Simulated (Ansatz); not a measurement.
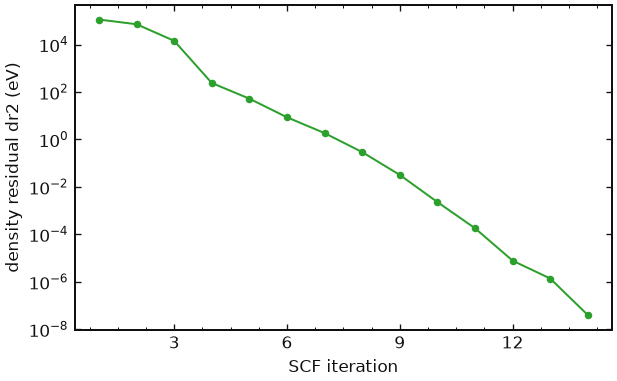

The plot shows the SCF iterations of a calculation: density residual dr2. The starting density is a sum of atomic densities corrected by a trained network.

CrGe8Mo3 (12 atoms in the cell), run with Ansatz.

```
crystal:
  lattice:
    - [1.75438649, 0.0, 0.0]
    - [0.0, 1.75438649, 0.0]
    - [0.0, 0.0, 8.70501541]
  atoms:
    - { symbol: Cr, position: [0.5, 0.5, 0.0] }
    - { symbol: Ge, position: [0.0, 0.0, 0.581633] }
    - { symbol: Ge, position: [0.5, 0.5, 0.835021] }
    - { symbol: Ge, position: [0.0, 0.0, 0.077533] }
    - { symbol: Ge, position: [0.5, 0.5, 0.328943] }
    - { symbol: Ge, position: [0.0, 0.0, 0.418367] }
    - { symbol: Ge, position: [0.5, 0.5, 0.671057] }
    - { symbol: Ge, position: [0.0, 0.0, 0.922467] }
    - { symbol: Ge, position: [0.5, 0.5, 0.164979] }
    - { symbol: Mo, position: [0.0, 0.0, 0.247545] }
    - { symbol: Mo, position: [0.5, 0.5, 0.5] }
    - { symbol: Mo, position: [0.0, 0.0, 0.752455] }
basis:
  ecutwfc: 420
kpoints:
  mp_grid: { grid: [12, 12, 4] }
hamiltonian:
  xc: pbe
scf:
  occupations: { method: gaussian, width: 0.1 }
  max_iter: 100
output:
  forces: true
  eigenvalues: true
  stress: true
```

Command:
```bash
ansatz run input.yaml --threads 4 --pin off --max-ram 8192MiB --backend cpu --events-out ev --progress --plain --runs-dir out
```

**How did this run end?**

It converged, after 14 iterations. The residual falls at every step.

**Is anything amiss with this input?**

The input holds a fault (a lattice far too small). The SCF closed all the same, which doesn't make the results meaningful for the real system.
